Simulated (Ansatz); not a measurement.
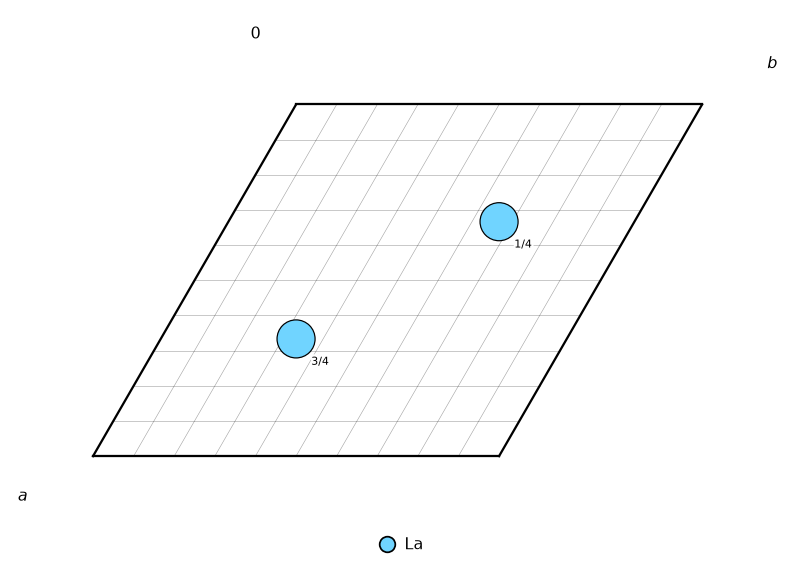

Plan of a unit cell projected along c (a down the page, b across); the numbers are heights as fractions of c, and atoms on the cell's edges are repeated. The grid marks tenths of a and b. Source: the geometry relaxed with Ansatz 0.2.0, DFT, m-r2SCAN, plane waves (500 eV) with PAW, scalar-relativistic; the starting structure was generated, so it need not be a known form of this composition. All values are computed from the atomic coordinates in the standard setting (tolerance 0.002 Å).

a = 3.828 Å, b = 3.828 Å, c = 6.004 Å, α = 90.00°, β = 90.00°, γ = 120.00°.

### What does the cell contain?

2 La: La, Z = 2.

### Give the fractional coordinates of all atoms, to two places.

```tsv
atom	x	y	z
La	0.33	0.67	0.25
La	0.67	0.33	0.75
```
